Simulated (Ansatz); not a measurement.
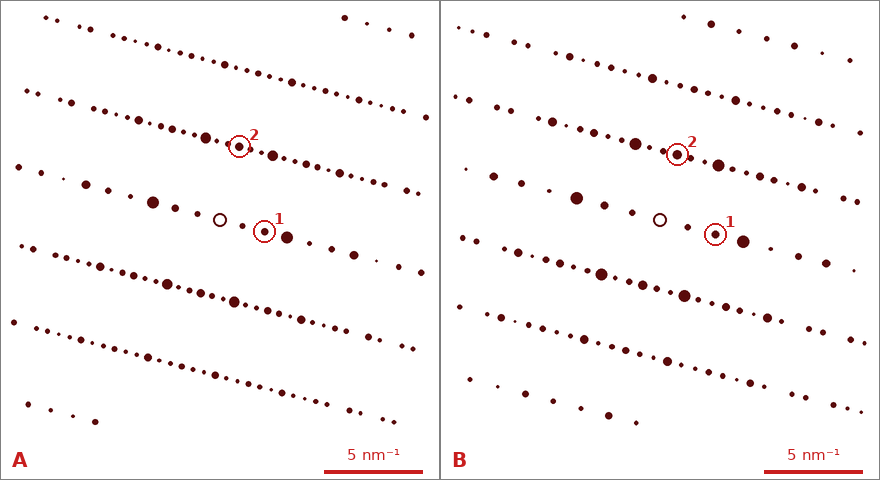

Kinematic electron diffraction patterns (300 kV, B = 0.5 Å², same scale) along [110] of the run's own cell, for the start and the end of one relaxation of AlCd2 with DFT PBE, scalar-relativistic, plane waves, PAW in Ansatz. k mesh 12×12×4. The start is a generated model structure, and the relaxation ends in the nearest stationary point of its symmetry, not necessarily the ground state. Spot 1 is 0 0 -4 and spot 2 is -1 1 0 in both.

Start structure:

```
Al Cd
1.0
     3.32889    0.00000    0.00000
    -1.66444    2.88290    0.00000
     0.00000    0.00000   13.58495
Al Cd
2 4
Direct
  0.33333 0.66667 0.25000
  0.66667 0.33333 0.75000
  0.33333 0.66667 0.58806
  0.66667 0.33333 0.08806
  0.33333 0.66667 0.91194
  0.66667 0.33333 0.41194
```

Q: Which pattern belongs to the start structure, and which to the relaxed one?

A: B is the start: its cell gives d(1) = 3.396 Å, d(2) = 2.883 Å and an angle of 90.0°. A is the relaxed structure, with d(1) = 4.208 Å (+23.9 %), d(2) = 2.570 Å (-10.9 %) and 90.0°.

Q: Name reflections whose intensity changes strongly on relaxation.

A: 2 -2 0 goes from 10 to 5.3 % of the strongest spot; 2 -2 3 goes from 27 to 15 % of the strongest spot; 1 -1 0 goes from 38 to 22 % of the strongest spot.

Q: Summarise the relaxation behind the change.

A: The volume changed by -1.5 % to 21.40 Å³ an atom; with the mean shift removed, the atoms moved by up to 0.02 Å relative to the cell (Cd most); the space group stayed P6_3/mmc (No. 194); the free energy fell by 47 meV an atom. Relaxed cell: a = 2.968 Å, b = 2.968 Å, c = 16.833 Å, α = 90.00°, β = 90.00°, γ = 120.00°.
